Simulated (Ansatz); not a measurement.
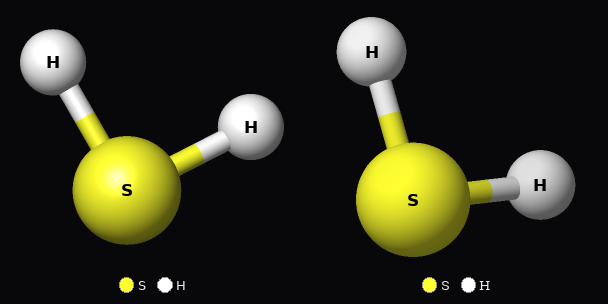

Two views of one molecule.

The computed structure is the end point of a PBE0-D4/def2-TZVP optimisation. No frequency run is at hand to confirm it as a minimum.

Describe the molecule.

The molecule is H₂S. The point group is C2v. Coordination: 1 S bent.

The parts below concern this one geometry. Atoms keep their numbers from picture to picture.

## Electronic properties

No frequency run is at hand to confirm it as a minimum. Properties computed with RKS PBE0-D4/def2-TZVPPD (Ansatz 0.2.0).

What does the calculation give?

- HOMO energy (Kohn–Sham orbital): −7.56 eV
- LUMO energy (Kohn–Sham orbital): 0.03 eV
- HOMO–LUMO gap: 7.59 eV

## Charges

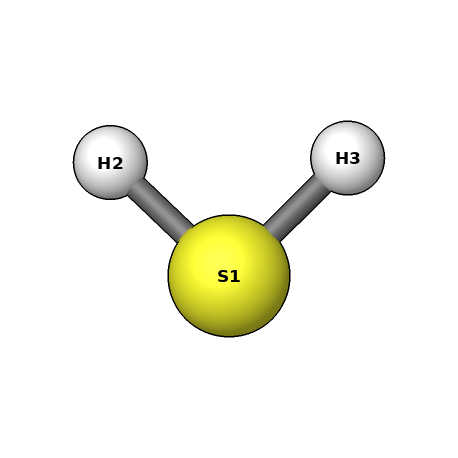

The questions are on Mulliken charges. No frequency run is at hand to confirm it as a minimum. Method: RKS PBE0-D4/def2-TZVP (Ansatz 0.2.0).

List the Mulliken charges.

```
atom  value (e)
  S1      −0.35
  H2       0.17
  H3       0.17
```

## Dipole moment

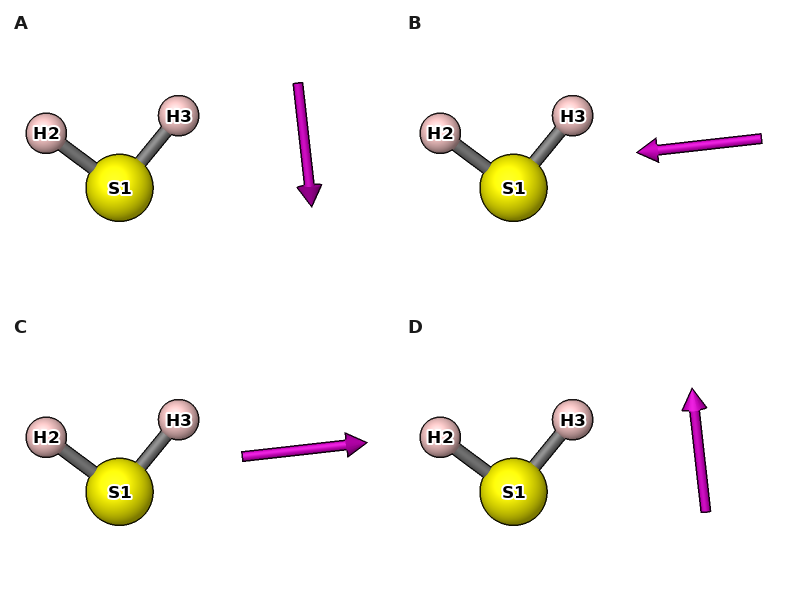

The same molecule four times, each with an arrow. No frequency run is at hand to confirm it as a minimum. Method: RKS PBE0-D4/def2-TZVP (Ansatz 0.2.0).

Which arrow points along the dipole moment, from the negative to the positive end?

D. The dipole moment is 1.16 D; it points from the side of S1 to the side of H2, H3 (the outermost atoms at the two ends).

Mulliken values depend strongly on the basis set and can even reverse the polarity of a bond.
